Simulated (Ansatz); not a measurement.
**Run report: CH4AlCl, geometry relaxation**

The run: geometry relaxation of CH4AlCl, SMILES [AlH2][CH2]Cl. Method and program: RKS PBE0-D4/def2-TZVP (Ansatz 0.2.0).

The geometry: PBE-D4/def2-SVP start. Figures and captions count atoms from 1; the log counts them from 0 in places.

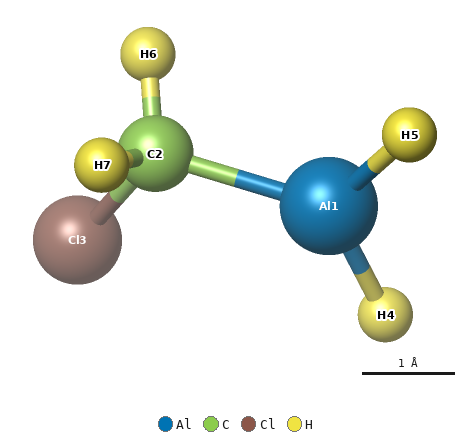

**Figure 1.** The input geometry (ball-and-stick view, seen at a tilt; atoms are numbered from 1 in the order of the input). Sticks mark near contacts. Bond lengths as drawn: Al–C 1.98 Å, Al–H 1.60 Å, C–Cl 1.81 Å and C–H 1.11 Å.

## Results in brief

```json
{"quantity": "outcome", "value": "converged"}
{"quantity": "total energy", "value": "−20213.6377 eV"}
{"quantity": "mean-field energy", "value": "−20213.5366 eV"}
{"quantity": "dispersion energy", "value": "−0.1011 eV"}
{"quantity": "SCF solution under orbital rotations", "value": "stable"}
{"quantity": "largest force (length of the vector) at the end", "value": "0.004 eV/Å"}
{"quantity": "dipole moment", "value": "1.74 D"}
{"quantity": "hardware", "value": "2 threads of Arm Neoverse V1, 23 GiB of memory available, shared host"}
{"quantity": "wall time", "value": "14 s (CPU time 26 s)"}
{"quantity": "peak memory", "value": "0.23 GiB"}
```

## Input
```yaml
crystal:
  periodic: [false, false, false]
  atoms:
    - {symbol: Al, position_ang: [-0.701030, 0.290478, -0.831585]}
    - {symbol: C, position_ang: [0.588418, -0.102739, 0.624583]}
    - {symbol: Cl, position_ang: [0.558985, -1.852753, 1.101712]}
    - {symbol: H, position_ang: [-1.595310, -0.862091, -1.478867]}
    - {symbol: H, position_ang: [-0.801797, 1.812014, -1.330706]}
    - {symbol: H, position_ang: [0.380507, 0.498245, 1.536595]}
    - {symbol: H, position_ang: [1.631526, 0.148946, 0.332669]}
basis:
  gaussian: {orbitals: def2-TZVP}
hamiltonian: {xc: pbe0, dispersion: d4}
relax: {f_tol: 0.005, max_steps: 150}
```

Launch command:
```bash
ansatz run in.yaml --threads 2 --pin off --events-out ev --progress --plain --max-ram 4352MiB
```

## The program's output
```
Functional definition: PBE0
  name "PBE0"
  cite "Adamo & Barone, J. Chem. Phys. 110, 6158 (1999) doi:10.1063/1.478522"
  cite "Perdew, Burke & Ernzerhof, Phys. Rev. Lett. 77, 3865 (1996) doi:10.1103/PhysRevLett.77.3865"
  parent pbe
  parameter a = 0.25
  parameter kappa = 0.804
  parameter beta = 0.06672455060314922
  exchange = (1 - a)*pbe_x(kappa = kappa, mu = beta*pi^2/3) + a*exact_x
  correlation = pbe_c(beta = beta)
903 factors; their error is unknown
mean field evaluation 1: about -20209.7375 eV, gradient 4.0e1 eV
mean field evaluation 2: about -20206.9370 eV, gradient 4.9e1 eV
mean field evaluation 4: about -20213.4637 eV, gradient 1.4e0 eV
mean field evaluation 8: about -20213.5139 eV, gradient 2.1e-1 eV
mean field -20213.51396098 eV, -742.8329368540 hartree, gradient 6.4e-5 eV, S^2 0.000000; 0 other end points of the search recorded, 0 dependent functions left out
the calculation of the forces begins
reference -20213.51399337 eV, -742.8329380445 hartree; 20, 20 occupied and 109, 109 virtual orbitals, 903 factors
relax step   1: F+E_penalty+E_count = -20213.61456741 eV  Δ(F+E_penalty+E_count) = +0.000e0 eV  max|allowed force component| = 5.304e-1 eV/Å  Δτ_max = 0.0000 Å  (24 SCF iters, accepted)
these checks for a lower state are left out or cut short: starts, cluster_reference, orbital_swaps, neighbouring_geometries, increment
903 factors; their error is unknown
mean field evaluation 16: about -20213.4846 eV, gradient 1.3e0 eV
mean field -20213.53435125 eV, -742.8336861826 hartree, gradient 1.1e-5 eV, S^2 0.000000; 0 other end points of the search recorded, 0 dependent functions left out
the calculation of the forces begins
reference -20213.53438351 eV, -742.8336873683 hartree; 20, 20 occupied and 109, 109 virtual orbitals, 903 factors
relax step   2: F+E_penalty+E_count = -20213.63533510 eV  Δ(F+E_penalty+E_count) = -2.077e-2 eV  max|allowed force component| = 1.792e-1 eV/Å  Δτ_max = 0.0241 Å  (30 SCF iters, accepted)
these checks for a lower state are left out or cut short: starts, cluster_reference, orbital_swaps, neighbouring_geometries, increment
903 factors; their error is unknown
mean field -20213.53640173 eV, -742.8337615364 hartree, gradient 1.0e-5 eV, S^2 0.000000; 0 other end points of the search recorded, 0 dependent functions left out
the calculation of the forces begins
reference -20213.53643396 eV, -742.8337627209 hartree; 20, 20 occupied and 109, 109 virtual orbitals, 903 factors
relax step   3: F+E_penalty+E_count = -20213.63750847 eV  Δ(F+E_penalty+E_count) = -2.173e-3 eV  max|allowed force component| = 8.849e-2 eV/Å  Δτ_max = 0.0108 Å  (31 SCF iters, accepted)
these checks for a lower state are left out or cut short: starts, cluster_reference, orbital_swaps, neighbouring_geometries, increment
903 factors; their error is unknown
mean field evaluation 32: about -20213.5365 eV, gradient 7.9e-5 eV
mean field -20213.53652977 eV, -742.8337662417 hartree, gradient 8.6e-6 eV, S^2 0.000000; 0 other end points of the search recorded, 0 dependent functions left out
the calculation of the forces begins
reference -20213.53656200 eV, -742.8337674263 hartree; 20, 20 occupied and 109, 109 virtual orbitals, 903 factors
relax step   4: F+E_penalty+E_count = -20213.63766616 eV  Δ(F+E_penalty+E_count) = -1.577e-4 eV  max|allowed force component| = 3.021e-2 eV/Å  Δτ_max = 0.0027 Å  (22 SCF iters, accepted)
these checks for a lower state are left out or cut short: starts, cluster_reference, orbital_swaps, neighbouring_geometries, increment
903 factors; their error is unknown
mean field -20213.53656618 eV, -742.8337675799 hartree, gradient 1.2e-5 eV, S^2 0.000000; 0 other end points of the search recorded, 0 dependent functions left out
the calculation of the forces begins
reference -20213.53659842 eV, -742.8337687647 hartree; 20, 20 occupied and 109, 109 virtual orbitals, 903 factors
relax step   5: F+E_penalty+E_count = -20213.63768947 eV  Δ(F+E_penalty+E_count) = -2.331e-5 eV  max|allowed force component| = 3.432e-3 eV/Å  Δτ_max = 0.0022 Å  (22 SCF iters, accepted)
```

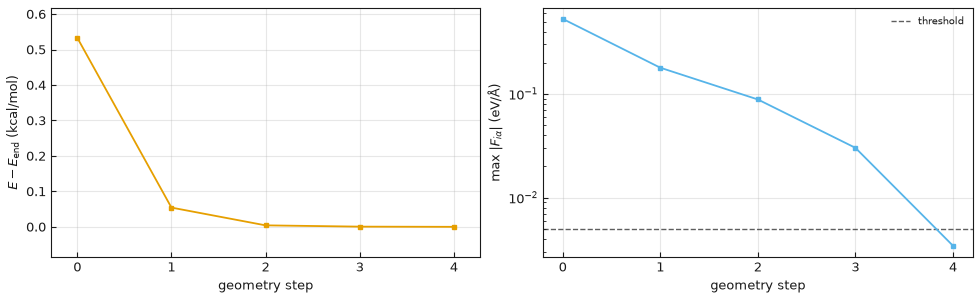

**Figure 2.** Progress of the relaxation, step by step (the first geometry is step 0 here and step 1 in the log).

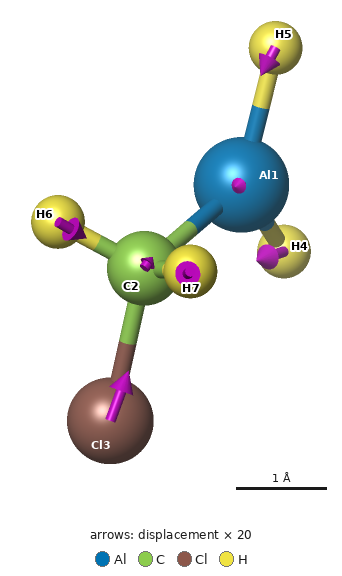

**Figure 3.** The starting structure with the displacements as pink arrows, magnified 20 times (ball-and-stick view, seen at a tilt). The two geometries are laid on each other by the best rigid fit. The energy falls by 0.53 kcal/mol in 4 geometry steps. Largest force component: 0.53 eV/Å at the start, 0.0034 eV/Å at the end. The atom that moves furthest after the best rigid fit is Cl3 (0.030 Å). By element the largest moves are Cl 0.030 Å, H 0.029 Å, C 0.009 Å, Al 0.008 Å. Distances before and after: C2–Cl3 1.814 → 1.792 Å, C2–H6 1.112 → 1.093 Å, Al1–H5 1.604 → 1.589 Å, Al1–H4 1.596 → 1.580 Å. (Atoms are counted from 1 in the order of the input.)

```
903 factors; their error is unknown
mean field -20213.53656618 eV, -742.8337675799 hartree, gradient 1.3e-5 eV, S^2 0.000000; 1 other end points of the search recorded, 0 dependent functions left out
the calculation of the forces begins
reference -20213.53659842 eV, -742.8337687647 hartree; 20, 20 occupied and 109, 109 virtual orbitals, 903 factors
Total energy: -20213.63772171 eV, -742.8374849771 hartree
Atom 0 at    -0.694876     0.291752    -0.826383 Å, force    -0.002084    -0.002075    -0.002255 eV/Å
Atom 1 at     0.584795    -0.097828     0.618546 Å, force    -0.001090     0.003432    -0.001895 eV/Å
Atom 2 at     0.553076    -1.826617     1.088250 Å, force     0.000956     0.002232     0.000357 eV/Å
Atom 3 at    -1.575374    -0.858626    -1.458186 Å, force    -0.000858    -0.000105    -0.000739 eV/Å
Atom 4 at    -0.795842     1.798581    -1.319838 Å, force     0.001113     0.000124     0.001323 eV/Å
Atom 5 at     0.376641     0.485090     1.519649 Å, force    -0.000399    -0.001373     0.003150 eV/Å
Atom 6 at     1.612879     0.139748     0.332363 Å, force     0.002362    -0.002236     0.000059 eV/Å
Dipole moment:     0.037270     0.354643    -0.064542 e Å
```

## Trajectory as extended XYZ (Å, eV, eV/Å), 5 frames, from step=1 to step=5
```
7
Properties=species:S:1:pos:R:3:forces:R:3 step=1 energy=-20213.61457
Al   -0.7010    0.2905   -0.8316    0.0029  -0.0206   0.0050
C     0.5884   -0.1027    0.6246    0.2624   0.1824   0.2176
Cl    0.5590   -1.8528    1.1017    0.0283   0.4957  -0.1148
H    -1.5953   -0.8621   -1.4789    0.1240   0.1412   0.0961
H    -0.8018    1.8120   -1.3307    0.0258  -0.1928   0.0783
H     0.3805    0.4982    1.5366    0.0871  -0.3885  -0.4386
H     1.6315    0.1489    0.3327   -0.5304  -0.2174   0.1564
7
Properties=species:S:1:pos:R:3:forces:R:3 step=2 energy=-20213.63533
Al   -0.7000    0.2899   -0.8313    0.0429   0.0036   0.0455
C     0.5844   -0.0930    0.6172    0.1098  -0.0493   0.1240
Cl    0.5549   -1.8315    1.0912   -0.0034   0.1644  -0.0510
H    -1.5822   -0.8607   -1.4647    0.0177   0.0201   0.0134
H    -0.7947    1.8002   -1.3197   -0.0079  -0.0223  -0.0026
H     0.3788    0.4869    1.5275    0.0201  -0.0857  -0.1609
H     1.6201    0.1404    0.3341   -0.1792  -0.0308   0.0316
7
Properties=species:S:1:pos:R:3:forces:R:3 step=3 energy=-20213.63751
Al   -0.6952    0.2924   -0.8267    0.0008  -0.0001  -0.0001
C     0.5847   -0.0951    0.6179   -0.0074  -0.0885   0.0174
Cl    0.5528   -1.8281    1.0880   -0.0023   0.0635  -0.0207
H    -1.5747   -0.8582   -1.4573   -0.0069  -0.0085  -0.0048
H    -0.7970    1.7982   -1.3215    0.0011   0.0069  -0.0002
H     0.3773    0.4839    1.5207   -0.0044   0.0167   0.0157
H     1.6133    0.1389    0.3333    0.0191   0.0099  -0.0073
7
Properties=species:S:1:pos:R:3:forces:R:3 step=4 energy=-20213.63767
Al   -0.6950    0.2915   -0.8265   -0.0015   0.0057  -0.0029
C     0.5851   -0.0958    0.6183   -0.0029  -0.0302   0.0054
Cl    0.5518   -1.8261    1.0865    0.0001   0.0080  -0.0021
H    -1.5753   -0.8593   -1.4576   -0.0003  -0.0008  -0.0002
H    -0.7962    1.7982   -1.3204   -0.0004   0.0003  -0.0005
H     0.3771    0.4844    1.5210   -0.0002   0.0093   0.0025
H     1.6138    0.1392    0.3331    0.0051   0.0077  -0.0023
7
Properties=species:S:1:pos:R:3:forces:R:3 step=5 energy=-20213.63769
Al   -0.6949    0.2918   -0.8264   -0.0021  -0.0021  -0.0023
C     0.5848   -0.0978    0.6185   -0.0011   0.0034  -0.0019
Cl    0.5531   -1.8266    1.0882    0.0010   0.0022   0.0004
H    -1.5754   -0.8586   -1.4582   -0.0009  -0.0001  -0.0007
H    -0.7958    1.7986   -1.3198    0.0011   0.0001   0.0013
H     0.3766    0.4851    1.5196   -0.0004  -0.0014   0.0032
H     1.6129    0.1397    0.3324    0.0024  -0.0022   0.0001
```
